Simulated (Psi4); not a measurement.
# Molecular dynamics of NHO (part 2 of 2)

NHO (nitroxyl); TPSS/6-31G*, RKS, dispersion D4 (Psi4 1.11). The geometry comes from this level: PBE0-D4/def2-TZVP.

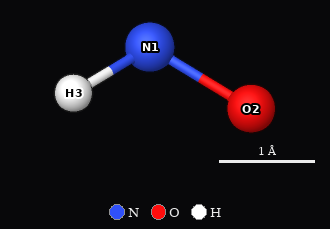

*The geometry at step 13 of the log (ball-and-stick view, seen at a tilt; atoms are numbered from 1 in the order of the input).*

Trajectory as extended XYZ (Å, eV, eV/Å), 26 frames, from step=0 to step=25
```
3
Properties=species:S:1:pos:R:3:forces:R:3 step=0 energy=-3550.73778
N    -0.2837    0.3128   -0.1172   -2.0026   0.4713  -1.0312
O     0.7553    0.3972    0.4565    2.1475   0.1955   1.1882
H    -0.4716   -0.7100   -0.3393   -0.1445  -0.6670  -0.1568
3
Properties=species:S:1:pos:R:3:forces:R:3 step=1 energy=-3550.74565
N    -0.2847    0.3135   -0.1201   -1.6805   0.6311  -0.8384
O     0.7562    0.3962    0.4599    1.7883   0.1128   0.9926
H    -0.4719   -0.7035   -0.3525   -0.1075  -0.7440  -0.1540
3
Properties=species:S:1:pos:R:3:forces:R:3 step=2 energy=-3550.75195
N    -0.2859    0.3142   -0.1230   -1.3563   0.7751  -0.6405
O     0.7572    0.3951    0.4633    1.4247   0.0320   0.7900
H    -0.4722   -0.6974   -0.3658   -0.0683  -0.8072  -0.1494
3
Properties=species:S:1:pos:R:3:forces:R:3 step=3 energy=-3550.75660
N    -0.2870    0.3150   -0.1260   -1.0335   0.9003  -0.4402
O     0.7583    0.3941    0.4668    1.0604  -0.0459   0.5825
H    -0.4726   -0.6918   -0.3792   -0.0270  -0.8544  -0.1423
3
Properties=species:S:1:pos:R:3:forces:R:3 step=4 energy=-3550.75958
N    -0.2882    0.3158   -0.1290   -0.7151   1.0044  -0.2402
O     0.7594    0.3931    0.4702    0.6986  -0.1203   0.3722
H    -0.4730   -0.6867   -0.3927    0.0163  -0.8840  -0.1321
3
Properties=species:S:1:pos:R:3:forces:R:3 step=5 energy=-3550.76088
N    -0.2895    0.3167   -0.1320   -0.4039   1.0857  -0.0429
O     0.7605    0.3921    0.4737    0.3423  -0.1908   0.1608
H    -0.4734   -0.6822   -0.4062    0.0613  -0.8949  -0.1180
3
Properties=species:S:1:pos:R:3:forces:R:3 step=6 energy=-3550.76052
N    -0.2908    0.3176   -0.1350   -0.1021   1.1433   0.1494
O     0.7616    0.3910    0.4772   -0.0059  -0.2567  -0.0500
H    -0.4737   -0.6781   -0.4198    0.1077  -0.8864  -0.0995
3
Properties=species:S:1:pos:R:3:forces:R:3 step=7 energy=-3550.75852
N    -0.2920    0.3185   -0.1380    0.1886   1.1769   0.3346
O     0.7627    0.3900    0.4807   -0.3439  -0.3178  -0.2584
H    -0.4740   -0.6747   -0.4335    0.1552  -0.8589  -0.0763
3
Properties=species:S:1:pos:R:3:forces:R:3 step=8 energy=-3550.75489
N    -0.2933    0.3195   -0.1410    0.4666   1.1871   0.5112
O     0.7639    0.3889    0.4842   -0.6697  -0.3738  -0.4632
H    -0.4742   -0.6717   -0.4472    0.2031  -0.8131  -0.0480
3
Properties=species:S:1:pos:R:3:forces:R:3 step=9 energy=-3550.74966
N    -0.2945    0.3205   -0.1440    0.7310   1.1751   0.6779
O     0.7649    0.3878    0.4877   -0.9820  -0.4244  -0.6631
H    -0.4743   -0.6692   -0.4610    0.2511  -0.7504  -0.0146
3
Properties=species:S:1:pos:R:3:forces:R:3 step=10 energy=-3550.74286
N    -0.2957    0.3216   -0.1469    0.9812   1.1428   0.8338
O     0.7660    0.3867    0.4911   -1.2795  -0.4697  -0.8571
H    -0.4742   -0.6672   -0.4748    0.2986  -0.6727   0.0236
3
Properties=species:S:1:pos:R:3:forces:R:3 step=11 energy=-3550.73454
N    -0.2969    0.3228   -0.1498    1.2168   1.0925   0.9785
O     0.7670    0.3856    0.4945   -1.5613  -0.5096  -1.0443
H    -0.4739   -0.6655   -0.4885    0.3449  -0.5825   0.0662
3
Properties=species:S:1:pos:R:3:forces:R:3 step=12 energy=-3550.72476
N    -0.2980    0.3240   -0.1527    1.4379   1.0269   1.1118
O     0.7679    0.3845    0.4979   -1.8268  -0.5442  -1.2241
H    -0.4735   -0.6643   -0.5022    0.3895  -0.4822   0.1127
3
Properties=species:S:1:pos:R:3:forces:R:3 step=13 energy=-3550.71362
N    -0.2991    0.3252   -0.1555    1.6444   0.9487   1.2337
O     0.7688    0.3834    0.5012   -2.0755  -0.5736  -1.3956
H    -0.4728   -0.6633   -0.5158    0.4317  -0.3746   0.1624
3
Properties=species:S:1:pos:R:3:forces:R:3 step=14 energy=-3550.70124
N    -0.3000    0.3265   -0.1583    1.8367   0.8609   1.3446
O     0.7696    0.3822    0.5045   -2.3073  -0.5979  -1.5586
H    -0.4718   -0.6625   -0.5294    0.4712  -0.2625   0.2144
3
Properties=species:S:1:pos:R:3:forces:R:3 step=15 energy=-3550.68780
N    -0.3009    0.3278   -0.1610    2.0152   0.7663   1.4451
O     0.7703    0.3810    0.5077   -2.5220  -0.6175  -1.7126
H    -0.4706   -0.6619   -0.5428    0.5073  -0.1484   0.2679
3
Properties=species:S:1:pos:R:3:forces:R:3 step=16 energy=-3550.67350
N    -0.3018    0.3292   -0.1636    2.1802   0.6674   1.5358
O     0.7710    0.3798    0.5108   -2.7198  -0.6324  -1.8573
H    -0.4691   -0.6613   -0.5560    0.5399  -0.0346   0.3219
3
Properties=species:S:1:pos:R:3:forces:R:3 step=17 energy=-3550.65857
N    -0.3025    0.3306   -0.1662    2.3323   0.5667   1.6173
O     0.7715    0.3786    0.5139   -2.9007  -0.6430  -1.9926
H    -0.4672   -0.6608   -0.5691    0.5687   0.0767   0.3757
3
Properties=species:S:1:pos:R:3:forces:R:3 step=18 energy=-3550.64329
N    -0.3031    0.3320   -0.1687    2.4717   0.4663   1.6903
O     0.7719    0.3773    0.5169   -3.0649  -0.6495  -2.1184
H    -0.4650   -0.6603   -0.5819    0.5934   0.1836   0.4283
3
Properties=species:S:1:pos:R:3:forces:R:3 step=19 energy=-3550.62794
N    -0.3036    0.3334   -0.1711    2.5989   0.3680   1.7556
O     0.7722    0.3760    0.5198   -3.2128  -0.6522  -2.2345
H    -0.4624   -0.6596   -0.5945    0.6140   0.2846   0.4792
3
Properties=species:S:1:pos:R:3:forces:R:3 step=20 energy=-3550.61285
N    -0.3040    0.3348   -0.1735    2.7143   0.2732   1.8137
O     0.7723    0.3747    0.5227   -3.3447  -0.6514  -2.3409
H    -0.4595   -0.6588   -0.6068    0.6305   0.3785   0.5274
3
Properties=species:S:1:pos:R:3:forces:R:3 step=21 energy=-3550.59832
N    -0.3043    0.3363   -0.1758    2.8181   0.1834   1.8653
O     0.7724    0.3734    0.5254   -3.4609  -0.6474  -2.4377
H    -0.4562   -0.6577   -0.6188    0.6429   0.4643   0.5726
3
Properties=species:S:1:pos:R:3:forces:R:3 step=22 energy=-3550.58465
N    -0.3045    0.3377   -0.1780    2.9106   0.0994   1.9109
O     0.7723    0.3720    0.5281   -3.5619  -0.6405  -2.5248
H    -0.4525   -0.6564   -0.6304    0.6513   0.5413   0.6140
3
Properties=species:S:1:pos:R:3:forces:R:3 step=23 energy=-3550.57214
N    -0.3045    0.3392   -0.1801    2.9920   0.0222   1.9511
O     0.7721    0.3706    0.5306   -3.6478  -0.6308  -2.6023
H    -0.4484   -0.6547   -0.6417    0.6558   0.6089   0.6514
3
Properties=species:S:1:pos:R:3:forces:R:3 step=24 energy=-3550.56106
N    -0.3044    0.3407   -0.1821    3.0625  -0.0477   1.9862
O     0.7717    0.3692    0.5331   -3.7191  -0.6187  -2.6702
H    -0.4440   -0.6527   -0.6526    0.6567   0.6666   0.6842
3
Properties=species:S:1:pos:R:3:forces:R:3 step=25 energy=-3550.55166
N    -0.3042    0.3421   -0.1840    3.1222  -0.1098   2.0165
O     0.7712    0.3678    0.5355   -3.7762  -0.6043  -2.7286
H    -0.4391   -0.6503   -0.6630    0.6540   0.7144   0.7122
```

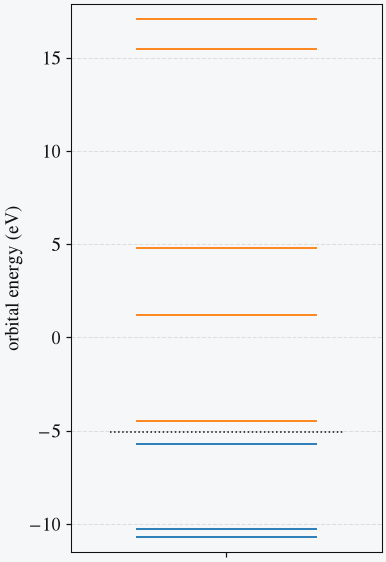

*Orbital energies near the frontier; the dotted line parts filled from empty levels, and levels within 0.02 eV of each other stand side by side.*

Highest filled −5.73 eV, lowest empty −4.46 eV, 1.27 eV apart.

This output came from the following input.

Input (hno_ase.py)
```python
import numpy as np
from ase.calculators.psi4 import Psi4
from ase.io import read
from ase import units
from ase.md.velocitydistribution import MaxwellBoltzmannDistribution, Stationary
from ase.md.verlet import VelocityVerlet

atoms = read('hno.xyz')
calc = Psi4(atoms=atoms, method='tpss-d4', basis='6-31G*', memory='1600MB', num_threads=1, charge=0, multiplicity=1, label='hno', reference='rks')
atoms.calc = calc

MaxwellBoltzmannDistribution(atoms, temperature_K=1000.0, rng=np.random.default_rng(138))
Stationary(atoms)
dyn = VelocityVerlet(atoms, 0.25 * units.fs)
def show():
    ep, ek = atoms.get_potential_energy(), atoms.get_kinetic_energy()
    print(f'step {dyn.nsteps:3d}  Epot {ep:14.6f}  Ekin {ek:9.6f}  Etot {ep + ek:14.6f} eV  T {atoms.get_temperature():7.1f} K')
dyn.attach(show)
dyn.run(25)
```

File hno.xyz
```
3
HNO
N     -0.283700     0.312790    -0.117160
O      0.755300     0.397200     0.456500
H     -0.471600    -0.709980    -0.339350
```

Run as:
```bash
python hno_ase.py
```

Key numbers

| quantity | value |
| --- | --- |
| outcome | finished |
| trajectory | 26 frames kept |
| potential energy (last step) | −130.480367 hartree |
| dispersion energy (last step) | −0.000725 hartree |
| basis functions (last step) | 32 |
| HOMO (last step) | −5.73 eV |
| LUMO (last step) | −4.46 eV |
| dipole moment (last step) | 1.73 D |
| hardware | 1 thread of INTEL XEON PLATINUM @ 2.10GHz (Emerald Rapids), 24 GiB of memory available, shared host |
| wall time | 79 s |
| peak memory | 0.6 GiB |
